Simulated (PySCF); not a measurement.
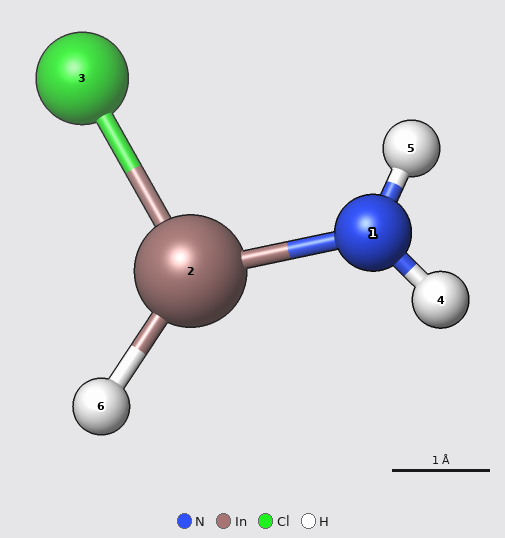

*The structure as given in the input (ball-and-stick view, seen at a tilt; atoms are numbered from 1 in the order of the input). Sticks mark near contacts.*

Bond lengths as drawn: Cl–In 2.34 Å, H–In 1.69 Å, H–N 0.98 to 1.00 Å and In–N 1.98 Å.

## Run report: InNH$_{3}$Cl (charge +1), geometry relaxation (part 1 of 3)

InNH$_{3}$Cl, charge +1, multiplicity 2, computed with HF/3-21G, UHF (PySCF 2.14.0).

The atoms were displaced at random from an optimised geometry. The geometry is that of the parent species in another charge or spin state. Figures and captions count atoms from 1; the log counts them from 0 in places.

### Input (input.py)
```python
import numpy
from pyscf import gto, scf, symm
from pyscf.hessian import thermo
from pyscf.geomopt.geometric_solver import kernel as optimise

mol = gto.M(
    atom='''
N     -1.022129     0.180766    -0.503162
In     0.796818     0.117464     0.278811
Cl     0.992530    -1.765368     1.656782
H     -1.237409     0.731152    -1.290546
H     -1.578371    -0.648338    -0.516642
H      2.042588     1.253845     0.319298
''',
    charge=1,
    basis='3-21g',
    spin=1,
    max_memory=1860,
    verbose=3,
)

myscf = scf.UHF(mol)
myscf.conv_tol = 1e-10
myscf = myscf.newton()
converged, mol_eq = optimise(myscf, maxsteps=80)
print('converged:', converged)
print(mol_eq.tostring())

myscf.reset(mol_eq)
mol = mol_eq
myscf.kernel()
energy = myscf.e_tot
print('Final energy', energy)
hess = myscf.Hessian().kernel()
modes = thermo.harmonic_analysis(mol, hess)
print('frequencies (1/cm)', numpy.round(modes['freq_wavenumber'], 1))
symm.geom.TOLERANCE = 1e-3  # for the symmetry number
th = thermo.thermo(myscf, modes['freq_au'], 298.15, 101325)
thermo.dump_thermo(mol, th)
```

Launch command:
```bash
OMP_NUM_THREADS=1 python input.py
```

### Output
```
#|     Arguments passed to driver run_optimizer():      |#
customengine              <pyscf.geomopt.geometric_solver.PySCFEngine object>
maxiter                   80
----------------------------------------------------------
Custom engine selected.
Bonds will be generated from interatomic distances less than 1.20 times sum of covalent radii
18 internal coordinates being used (instead of 18 Cartesians)
Internal coordinate system (atoms numbered from 1):
Distance 1-2
Distance 1-4
Distance 1-5
Distance 2-3
Distance 2-6
Angle 2-1-4
Angle 2-1-5
Angle 4-1-5
Angle 1-2-6
Angle 3-2-6
Out-of-Plane 2-1-3-6
Dihedral 4-1-2-3
Dihedral 4-1-2-6
Dihedral 5-1-2-3
Dihedral 5-1-2-6
Translation-X 1-6
Translation-Y 1-6
Translation-Z 1-6
Rotation-A 1-6
Rotation-B 1-6
Rotation-C 1-6
<class 'geometric.internal.Distance'> : 5
<class 'geometric.internal.Angle'> : 5
<class 'geometric.internal.OutOfPlane'> : 1
<class 'geometric.internal.Dihedral'> : 4
<class 'geometric.internal.TranslationX'> : 1
<class 'geometric.internal.TranslationY'> : 1
<class 'geometric.internal.TranslationZ'> : 1
<class 'geometric.internal.RotationA'> : 1
<class 'geometric.internal.RotationB'> : 1
<class 'geometric.internal.RotationC'> : 1
> ===== Optimization Info: ====
> Job type: Energy minimization
> Maximum number of optimization cycles: 80
> Initial / maximum trust radius (Angstrom): 0.100 / 0.300
> Convergence Criteria:
> Will converge when all 5 criteria are reached:
>  |Delta-E| < 1.00e-06
>  RMS-Grad  < 3.00e-04
>  Max-Grad  < 4.50e-04
>  RMS-Disp  < 1.20e-03
>  Max-Disp  < 1.80e-03
> === End Optimization Info ===

Geometry optimization cycle 1
Cartesian coordinates (Angstrom)
 Atom        New coordinates             dX        dY        dZ
   N  -1.022129   0.180766  -0.503162    0.000000  0.000000  0.000000
  In   0.796818   0.117464   0.278811    0.000000  0.000000  0.000000
  Cl   0.992530  -1.765368   1.656782    0.000000  0.000000  0.000000
   H  -1.237409   0.731152  -1.290546    0.000000  0.000000  0.000000
   H  -1.578371  -0.648338  -0.516642    0.000000  0.000000  0.000000
   H   2.042588   1.253845   0.319298    0.000000  0.000000 -0.000000

WARN: Mole.unit (angstrom) is changed to Bohr

WARN: HOMO -0.312874907013554 >= LUMO -0.312874907013554

converged SCF energy = -6227.68557650962  <S^2> = 0.75721969  2S+1 = 2.0072067
--------------- SecondOrderUHF_Scanner gradients ---------------
         x                y                z
0 N     0.0399309353     0.0176355413     0.0294692012
1 In    -0.0789940683    -0.0040753187    -0.0477553641
2 Cl     0.0052310110     0.0121092587    -0.0025610788
3 H     0.0163735025    -0.0282311314     0.0216301920
4 H     0.0223818442     0.0140624185    -0.0086619861
5 H    -0.0049232246    -0.0115007684     0.0078790358
----------------------------------------------
cycle 1: E = -6227.68557651  dE = -6227.69  norm(grad) = 0.118393
Step    0 : Gradient = 4.833e-02/9.240e-02 (rms/max) Energy = -6227.6855765096
Hessian Eigenvalues: 2.30000e-02 2.63403e-02 3.41258e-02 ... 1.60000e-01 4.79532e-01 5.05203e-01

Geometry optimization cycle 2
Cartesian coordinates (Angstrom)
 Atom        New coordinates             dX        dY        dZ
   N  -1.044401   0.146637  -0.532318   -0.022272 -0.034129 -0.029156
  In   0.917926   0.158828   0.316101    0.121108  0.041364  0.037290
  Cl   0.913597  -1.799595   1.637024   -0.078933 -0.034227 -0.019758
   H  -1.328236   0.720421  -1.319359   -0.090827 -0.010731 -0.028813
   H  -1.628318  -0.687793  -0.499426   -0.049947 -0.039455  0.017216
   H   2.163458   1.331023   0.342518    0.120870  0.077178  0.023220
converged SCF energy = -6227.70900727209  <S^2> = 0.75873298  2S+1 = 2.008714
--------------- SecondOrderUHF_Scanner gradients ---------------
         x                y                z
0 N     0.0045884190     0.0111697033     0.0237727211
1 In    -0.0221199330    -0.0006909395    -0.0226983907
2 Cl     0.0039360246     0.0046347861     0.0014537372
3 H     0.0061898552    -0.0097345558    -0.0007395922
4 H     0.0060226476     0.0002618478    -0.0088429116
5 H     0.0013829865    -0.0056408418     0.0070544362
----------------------------------------------
cycle 2: E = -6227.70900727  dE = -0.0234308  norm(grad) = 0.0456803
Step    1 : Displace = 1.022e-01/1.453e-01 (rms/max) Trust = 1.000e-01 (=) Grad = 1.865e-02/3.170e-02 (rms/max) E (change) = -6227.7090072721 (-2.343e-02) Quality = 0.842
Hessian Eigenvalues: 2.29978e-02 2.62855e-02 3.47286e-02 ... 2.32461e-01 4.77606e-01 4.99488e-01

Geometry optimization cycle 3
Cartesian coordinates (Angstrom)
 Atom        New coordinates             dX        dY        dZ
   N  -0.979238   0.080572  -0.590043    0.065163 -0.066065 -0.057725
  In   0.966012   0.210027   0.400464    0.048086  0.051198  0.084363
  Cl   0.796504  -1.852887   1.557048   -0.117094 -0.053292 -0.079976
   H  -1.335835   0.694231  -1.326463   -0.007599 -0.026190 -0.007104
   H  -1.637535  -0.679484  -0.396884   -0.009217  0.008310  0.102542
   H   2.184119   1.417062   0.300419    0.020661  0.086039 -0.042100
converged SCF energy = -6227.71750356366  <S^2> = 0.75957147  2S+1 = 2.0095487
--------------- SecondOrderUHF_Scanner gradients ---------------
         x                y                z
0 N     0.0077619206    -0.0022827339     0.0090263494
1 In    -0.0118259633     0.0052277961    -0.0098950261
2 Cl     0.0016005323     0.0000456462     0.0006444991
3 H     0.0004921200     0.0008537097    -0.0018360697
4 H    -0.0014032344    -0.0009075793    -0.0013151576
5 H     0.0033746249    -0.0029368388     0.0033754048
----------------------------------------------
cycle 3: E = -6227.71750356  dE = -0.00849629  norm(grad) = 0.0213373
Step    2 : Displace = 1.064e-01/1.531e-01 (rms/max) Trust = 1.414e-01 (+) Grad = 8.711e-03/1.628e-02 (rms/max) E (change) = -6227.7175035637 (-8.496e-03) Quality = 1.215
Hessian Eigenvalues: 2.30020e-02 2.69007e-02 3.30587e-02 ... 2.29545e-01 4.79733e-01 5.02717e-01

Geometry optimization cycle 4
Cartesian coordinates (Angstrom)
 Atom        New coordinates             dX        dY        dZ
   N  -0.961957   0.076183  -0.612415    0.017281 -0.004389 -0.022372
  In   0.997131   0.179946   0.437201    0.031119 -0.030081  0.036737
  Cl   0.790638  -1.889850   1.574215   -0.005866 -0.036963  0.017167
   H  -1.329720   0.710317  -1.325328    0.006114  0.016086  0.001134
   H  -1.637679  -0.658468  -0.387470   -0.000144  0.021016  0.009414
   H   2.135614   1.451393   0.258338   -0.048505  0.034331 -0.042081
converged SCF energy = -6227.71931731954  <S^2> = 0.75968923  2S+1 = 2.0096659
--------------- SecondOrderUHF_Scanner gradients ---------------
         x                y                z
0 N     0.0031860552    -0.0032188910     0.0010540327
1 In    -0.0044320309     0.0051807242    -0.0038369960
2 Cl     0.0010680396    -0.0013820008     0.0009160463
3 H    -0.0008544997     0.0017002078    -0.0008895747
4 H    -0.0010869037    -0.0001515727     0.0008110892
5 H     0.0021193396    -0.0021284675     0.0019454024
----------------------------------------------
cycle 4: E = -6227.71931732  dE = -0.00181376  norm(grad) = 0.0102859
Step    3 : Displace = 4.446e-02/7.134e-02 (rms/max) Trust = 2.000e-01 (+) Grad = 4.199e-03/7.823e-03 (rms/max) E (change) = -6227.7193173195 (-1.814e-03) Quality = 1.400
Hessian Eigenvalues: 2.30223e-02 2.63658e-02 3.56976e-02 ... 2.39639e-01 4.78914e-01 5.01749e-01

Geometry optimization cycle 5
Cartesian coordinates (Angstrom)
 Atom        New coordinates             dX        dY        dZ
   N  -0.946014   0.079994  -0.612175    0.015943  0.003811  0.000240
  In   1.038562   0.137273   0.452702    0.041431 -0.042673  0.015501
  Cl   0.767073  -1.913605   1.591174   -0.023565 -0.023756  0.016959
   H  -1.315731   0.729161  -1.308100    0.013990  0.018845  0.017229
   H  -1.626018  -0.650969  -0.391831    0.011661  0.007499 -0.004362
   H   2.076154   1.487667   0.212771   -0.059460  0.036274 -0.045567
converged SCF energy = -6227.72010956372  <S^2> = 0.75967652  2S+1 = 2.0096532
--------------- SecondOrderUHF_Scanner gradients ---------------
         x                y                z
0 N    -0.0005226307    -0.0012942270    -0.0020841374
1 In     0.0005010480     0.0004515806     0.0002246052
2 Cl     0.0002005542     0.0000138547     0.0001301270
3 H    -0.0009719597     0.0007520798    -0.0001559167
4 H    -0.0003980580    -0.0000247892     0.0010473290
5 H     0.0011910462     0.0001015010     0.0008379929
----------------------------------------------
cycle 5: E = -6227.72010956  dE = -0.000792244  norm(grad) = 0.00343166
Step    4 : Displace = 4.730e-02/8.195e-02 (rms/max) Trust = 2.828e-01 (+) Grad = 1.401e-03/2.508e-03 (rms/max) E (change) = -6227.7201095637 (-7.922e-04) Quality = 1.191
Hessian Eigenvalues: 2.28575e-02 2.81305e-02 3.67226e-02 ... 2.40842e-01 4.77879e-01 4.99592e-01

Geometry optimization cycle 6
Cartesian coordinates (Angstrom)
 Atom        New coordinates             dX        dY        dZ
   N  -0.942467   0.087476  -0.605061    0.003547  0.007482  0.007114
  In   1.040500   0.125370   0.468770    0.001938 -0.011903  0.016068
  Cl   0.776310  -1.927106   1.604799    0.009236 -0.013501  0.013625
   H  -1.298014   0.739156  -1.304771    0.017717  0.009994  0.003329
   H  -1.625309  -0.646053  -0.404891    0.000709  0.004916 -0.013060
   H   2.043006   1.490679   0.185696   -0.033148  0.003012 -0.027075
converged SCF energy = -6227.72024533699  <S^2> = 0.75961883  2S+1 = 2.0095958
--------------- SecondOrderUHF_Scanner gradients ---------------
         x                y                z
0 N    -0.0011051698     0.0002923296    -0.0020191679
1 In     0.0014795843     0.0003721828     0.0007686104
2 Cl     0.0001050808    -0.0003072661     0.0002210683
3 H    -0.0006692034    -0.0000073398    -0.0000160460
4 H     0.0000180791    -0.0001275669     0.0007094806
5 H     0.0001716290    -0.0002223395     0.0003360545
----------------------------------------------
cycle 6: E = -6227.72024534  dE = -0.000135773  norm(grad) = 0.00310107
Step    5 : Displace = 2.391e-02/4.201e-02 (rms/max) Trust = 3.000e-01 (+) Grad = 1.266e-03/2.320e-03 (rms/max) E (change) = -6227.7202453370 (-1.358e-04) Quality = 1.319
Hessian Eigenvalues: 2.16681e-02 2.73715e-02 3.38070e-02 ... 2.10898e-01 4.76470e-01 4.98682e-01

Geometry optimization cycle 7
Cartesian coordinates (Angstrom)
 Atom        New coordinates             dX        dY        dZ
   N  -0.939831   0.089150  -0.595578    0.002636  0.001673  0.009484
  In   1.038891   0.120720   0.475318   -0.001609 -0.004650  0.006548
  Cl   0.776096  -1.931254   1.608934   -0.000214 -0.004147  0.004135
   H  -1.282372   0.744486  -1.297820    0.015642  0.005330  0.006951
   H  -1.624919  -0.646935  -0.414962    0.000390 -0.000882 -0.010071
   H   2.026161   1.493354   0.168649   -0.016845  0.002675 -0.017047
converged SCF energy = -6227.72029881259  <S^2> = 0.75954802  2S+1 = 2.0095253
--------------- SecondOrderUHF_Scanner gradients ---------------
         x                y                z
0 N    -0.0007361160     0.0007196290    -0.0007394396
1 In     0.0008042290    -0.0003703260     0.0006452550
2 Cl    -0.0000324119     0.0000301537    -0.0000769654
3 H    -0.0002227472    -0.0003702818    -0.0000311047
4 H     0.0001563796    -0.0001244166     0.0002074348
5 H     0.0000306665     0.0001152417    -0.0000051801
----------------------------------------------
cycle 7: E = -6227.72029881  dE = -5.34756e-05  norm(grad) = 0.00176056
Step    6 : Displace = 1.417e-02/2.370e-02 (rms/max) Trust = 3.000e-01 (=) Grad = 7.187e-04/1.267e-03 (rms/max) E (change) = -6227.7202988126 (-5.348e-05) Quality = 1.250
Hessian Eigenvalues: 2.01296e-02 2.78062e-02 3.54517e-02 ... 2.04179e-01 4.76840e-01 5.00165e-01

Geometry optimization cycle 8
Cartesian coordinates (Angstrom)
 Atom        New coordinates             dX        dY        dZ
   N  -0.939298   0.088555  -0.593235    0.000533 -0.000594  0.002343
  In   1.034896   0.118340   0.475311   -0.003995 -0.002379 -0.000007
  Cl   0.782223  -1.931913   1.614937    0.006127 -0.000659  0.006003
   H  -1.275004   0.749756  -1.293385    0.007367  0.005270  0.004436
   H  -1.627708  -0.646585  -0.422257   -0.002790  0.000349 -0.007295
   H   2.018919   1.491367   0.163169   -0.007242 -0.001987 -0.005480
converged SCF energy = -6227.72031257045  <S^2> = 0.75951496  2S+1 = 2.0094924
--------------- SecondOrderUHF_Scanner gradients ---------------
         x                y                z
0 N    -0.0001419886     0.0005692392    -0.0000374674
1 In     0.0001503496    -0.0000938443     0.0000552931
2 Cl    -0.0000093195    -0.0000644700    -0.0000025588
3 H    -0.0000223150    -0.0002957606    -0.0000688903
4 H     0.0001400293    -0.0000766424     0.0000534819
5 H    -0.0001167557    -0.0000385219     0.0000001415
----------------------------------------------
cycle 8: E = -6227.72031257  dE = -1.37579e-05  norm(grad) = 0.000721452
Step    7 : Displace = 7.643e-03/1.034e-02 (rms/max) Trust = 3.000e-01 (=) Grad = 2.945e-04/5.879e-04 (rms/max) E (change) = -6227.7203125705 (-1.376e-05) Quality = 1.243
Hessian Eigenvalues: 1.78427e-02 2.80424e-02 3.78412e-02 ... 2.17121e-01 4.77045e-01 4.99306e-01

Geometry optimization cycle 9
Cartesian coordinates (Angstrom)
 Atom        New coordinates             dX        dY        dZ
   N  -0.938964   0.086706  -0.593383    0.000334 -0.001850 -0.000148
  In   1.033669   0.117608   0.474385   -0.001227 -0.000733 -0.000925
  Cl   0.783742  -1.930862   1.617300    0.001519  0.001051  0.002363
   H  -1.273198   0.752683  -1.289879    0.001807  0.002927  0.003506
   H  -1.629331  -0.647336  -0.425741   -0.001623 -0.000750 -0.003485
   H   2.018110   1.490722   0.161859   -0.000809 -0.000645 -0.001310
converged SCF energy = -6227.72031593597  <S^2> = 0.75950781  2S+1 = 2.0094853
--------------- SecondOrderUHF_Scanner gradients ---------------
         x                y                z
0 N     0.0001341028     0.0002139685     0.0001412233
1 In    -0.0001805526    -0.0001214544    -0.0000835171
2 Cl    -0.0000002807     0.0000189019    -0.0000461380
3 H     0.0000355554    -0.0001365887    -0.0000577088
4 H     0.0000491152    -0.0000044548     0.0000411468
5 H    -0.0000379401     0.0000296275     0.0000049938
----------------------------------------------
cycle 9: E = -6227.72031594  dE = -3.36552e-06  norm(grad) = 0.000412602
Step    8 : Displace = 3.099e-03/4.954e-03 (rms/max) Trust = 3.000e-01 (=) Grad = 1.684e-04/2.893e-04 (rms/max) E (change) = -6227.7203159360 (-3.366e-06) Quality = 1.303
Hessian Eigenvalues: 1.22033e-02 2.73654e-02 3.42882e-02 ... 2.18067e-01 4.76317e-01 4.97189e-01

Geometry optimization cycle 10
Cartesian coordinates (Angstrom)
 Atom        New coordinates             dX        dY        dZ
   N  -0.939016   0.085549  -0.594146   -0.000052 -0.001157 -0.000763
  In   1.033484   0.116941   0.473899   -0.000185 -0.000667 -0.000487
  Cl   0.785076  -1.930040   1.619949    0.001334  0.000822  0.002649
   H  -1.273327   0.755545  -1.286867   -0.000129  0.002861  0.003012
   H  -1.630151  -0.648368  -0.429177   -0.000820 -0.001033 -0.003435
   H   2.017961   1.489895   0.160883   -0.000149 -0.000827 -0.000976
converged SCF energy = -6227.72031742036  <S^2> = 0.75951043  2S+1 = 2.0094879
--------------- SecondOrderUHF_Scanner gradients ---------------
         x                y                z
0 N     0.0001758466    -0.0000089978     0.0001151467
1 In    -0.0001781205    -0.0000195458    -0.0001222717
2 Cl     0.0000079117    -0.0000017529    -0.0000235590
3 H     0.0000422999    -0.0000269983    -0.0000450694
4 H    -0.0000205742     0.0000420608     0.0000502743
5 H    -0.0000273636     0.0000152340     0.0000254791
----------------------------------------------
cycle 10: E = -6227.72031742  dE = -1.48439e-06  norm(grad) = 0.000320689
Step    9 : Displace = 2.724e-03/4.171e-03 (rms/max) Trust = 3.000e-01 (=) Grad = 1.309e-04/2.169e-04 (rms/max) E (change) = -6227.7203174204 (-1.484e-06) Quality = 1.449
Hessian Eigenvalues: 5.81127e-03 2.80938e-02 3.69566e-02 ... 1.91079e-01 4.76292e-01 4.98445e-01

Geometry optimization cycle 11
Cartesian coordinates (Angstrom)
 Atom        New coordinates             dX        dY        dZ
   N  -0.939295   0.084610  -0.594819   -0.000279 -0.000939 -0.000673
  In   1.033717   0.116345   0.473893    0.000232 -0.000595 -0.000006
  Cl   0.785709  -1.928831   1.623190    0.000633  0.001209  0.003241
   H  -1.274590   0.759289  -1.282596   -0.001263  0.003744  0.004272
   H  -1.629985  -0.650688  -0.434232    0.000167 -0.002320 -0.005055
   H   2.018471   1.488797   0.159105    0.000510 -0.001098 -0.001778
converged SCF energy = -6227.72031880659  <S^2> = 0.75951637  2S+1 = 2.0094938
--------------- SecondOrderUHF_Scanner gradients ---------------
         x                y                z
0 N     0.0000957103    -0.0001833997     0.0000481101
1 In    -0.0000733026     0.0000319202    -0.0000722834
2 Cl     0.0000137694    -0.0000055408    -0.0000148928
3 H     0.0000462696     0.0000543446    -0.0000351565
4 H    -0.0000811089     0.0000767562     0.0000429699
5 H    -0.0000013379     0.0000259195     0.0000312526
----------------------------------------------
cycle 11: E = -6227.72031881  dE = -1.38623e-06  norm(grad) = 0.000281898
Step   10 : Displace = 3.732e-03/5.840e-03 (rms/max) Trust = 3.000e-01 (=) Grad = 1.151e-04/2.124e-04 (rms/max) E (change) = -6227.7203188066 (-1.386e-06) Quality = 1.470
Hessian Eigenvalues: 2.74990e-03 2.82392e-02 3.96732e-02 ... 2.05192e-01 4.77056e-01 5.00730e-01
```
